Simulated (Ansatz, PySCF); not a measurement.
CHN (SMILES C#N) and HI (SMILES I) are pulled apart as rigid monomers along the line of their centres of mass, from the B3LYP-D3(BJ)/def2-TZVP minimum. Starting geometry (charge 0, multiplicity 1):
| atom | x (Å) | y (Å) | z (Å) |
|---|---|---|---|
| C | 1.1080 | -0.1674 | 1.0391 |
| N | 0.2294 | 0.0163 | 1.7496 |
| H | 1.9270 | -0.3386 | 0.3768 |
| I | -2.7320 | 0.6544 | 4.1558 |
| H | -1.4923 | 0.3846 | 3.1463 |

Interaction energies with rigid monomers; basis-set methods are counterpoise corrected unless marked otherwise.

Frozen-core correlation. Filled d and f shells under p-block atoms count as core.

Run with Ansatz (an electronic-structure program) with Gaussian orbitals; PySCF for the dispersion terms. Each number belongs to the level named beside it. In def2 rows elements past Kr take small-core potentials, without spin–orbit coupling.

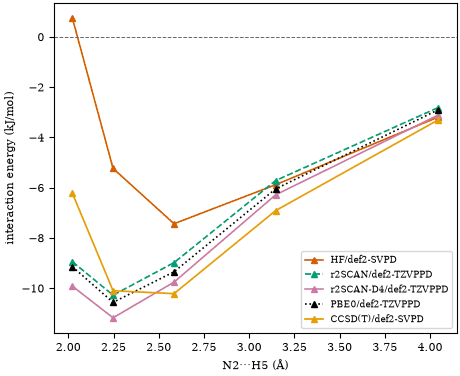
*Interaction energy against separation*

### Question
Which level binds most strongly at N2···H5 = 2.25, and by how much?

### Answer
r2SCAN-D4/def2-TZVPPD, -11 kJ/mol.
